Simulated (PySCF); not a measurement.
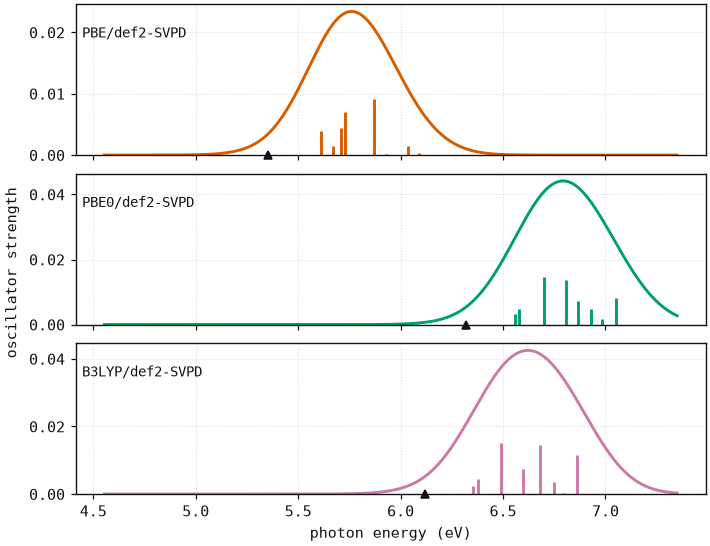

Vertical TDDFT spectra of C₂HCl₅ (pentachloroethane), SMILES ClC(Cl)C(Cl)(Cl)Cl at one geometry and several levels (PySCF, at a PBE0-D3(BJ)/def2-SVP geometry (no frequency check)); sticks with Gaussians of 1/e half-width 0.25 eV, the triangle marks S1, which has the same leading orbital pair at all these levels. Only the lowest states were computed, so the high end is incomplete. States within 0.01 eV of each other are merged, with their strengths summed.

Q: Order the levels by their S1 energy.

A: From lowest to highest: PBE/def2-SVPD 5.35 eV, B3LYP/def2-SVPD 6.12 eV, PBE0/def2-SVPD 6.32 eV; a spread of 0.96 eV.

Caveats, for all or some of the runs: core orbitals are frozen in the response.
